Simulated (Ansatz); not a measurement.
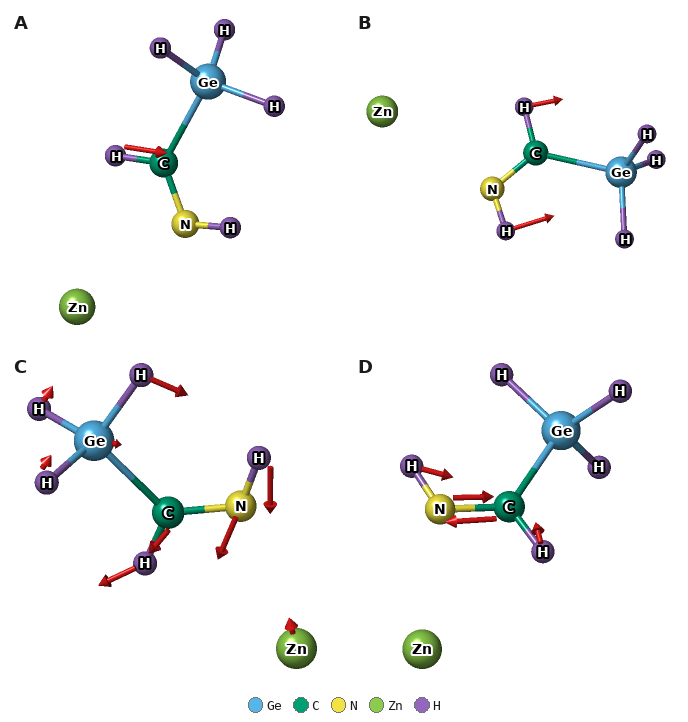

4 normal modes of one molecule or complex, as arrows. Harmonic vibrations computed with RKS PBE0-D4/def2-TZVP (Ansatz 0.2.0) at a stationary point of the same level.

> Match the panels to the wavenumbers 51 cm⁻¹, 1205 cm⁻¹, 1691 cm⁻¹, 3034 cm⁻¹.

A: 3034 cm⁻¹, C–H stretching
B: 1205 cm⁻¹, angle bending
C: 51 cm⁻¹
D: 1691 cm⁻¹
